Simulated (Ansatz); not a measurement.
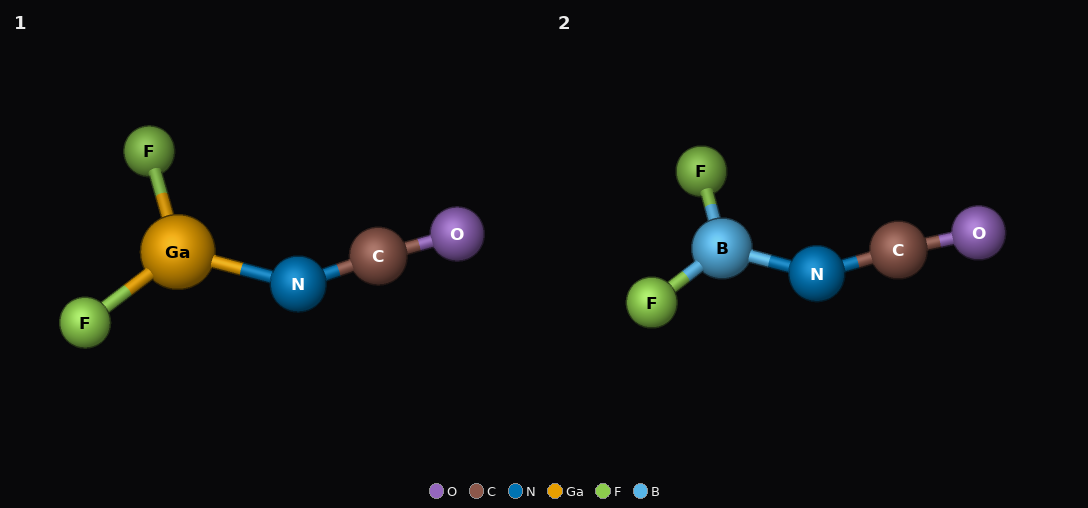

2 molecules with one skeleton, seen from the same side and at one scale. Each species is neutral and a spin singlet. Computed geometries: PBE0-D4/def2-TZVP optimisations, one conformation each. Properties computed with Ansatz 0.2.0.

One atom differs, called X below: Ga in panel 1, B in panel 2. Their formulas are CF2GaNO (`O=C=[N][Ga]([F])[F]`), CBF2NO (`O=C=NB(F)F`).

### In which is the length of X–N larger (PBE0-D4/def2-TZVP)?

In panel 1 (X = Ga).

### In which is the HOMO–LUMO gap larger (revPBE-D4/def2-TZVPP)?

In panel 2 (X = B).

Give the values. With PBE0-D4/def2-TZVP: mean length of X–F (Å), length of X–N (Å), angle F–X–F (°). With revPBE-D4/def2-TZVPP: HOMO energy (Kohn–Sham orbital) (eV), HOMO–LUMO gap (eV). With B3LYP-D4/def2-TZVPP: dipole moment (D).

```csv
quantity,1 (Ga),2 (B),2 − 1
mean length of X–F (Å),1.728,1.316,−0.412
length of X–N (Å),1.797,1.415,−0.382
angle F–X–F (°),117.2,118.3,+1.1
HOMO energy (Kohn–Sham orbital) (eV),−7.97,−8.13,−0.16
HOMO–LUMO gap (eV),5.20,6.48,+1.28
dipole moment (D),0.33,0.07,−0.26
```
